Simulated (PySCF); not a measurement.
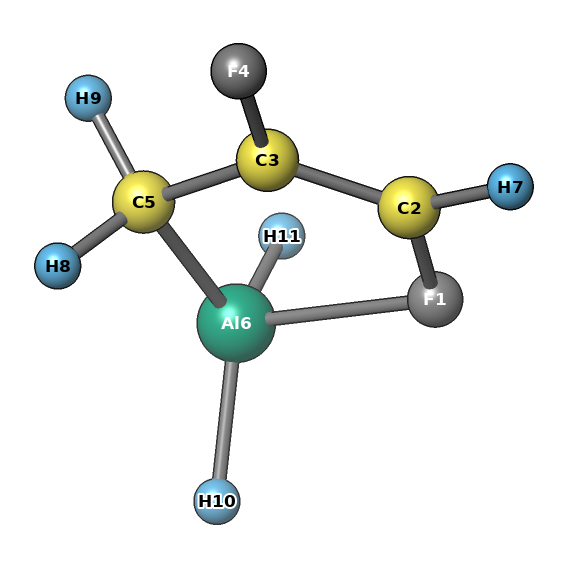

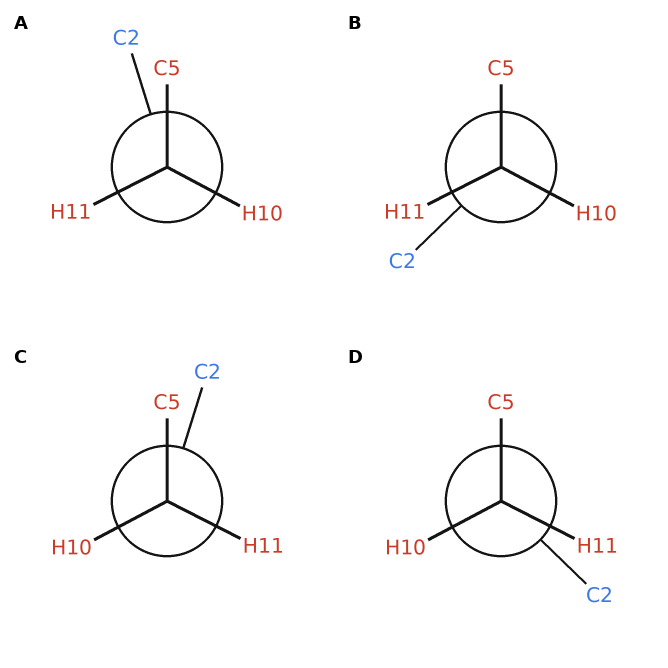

Atoms fade into the background with distance from the viewer. Bonds that would overlap in a projection are set slightly apart. The geometry was computed by an optimisation with PBE0-D3(BJ)/def2-SVP. No frequency run is at hand to confirm it as a minimum.

### Which Newman projection shows the view along Al6–F1, with Al6 in front?

A. The torsion angle C5–Al6–F1–C2 is −4°, synperiplanar (eclipsed).
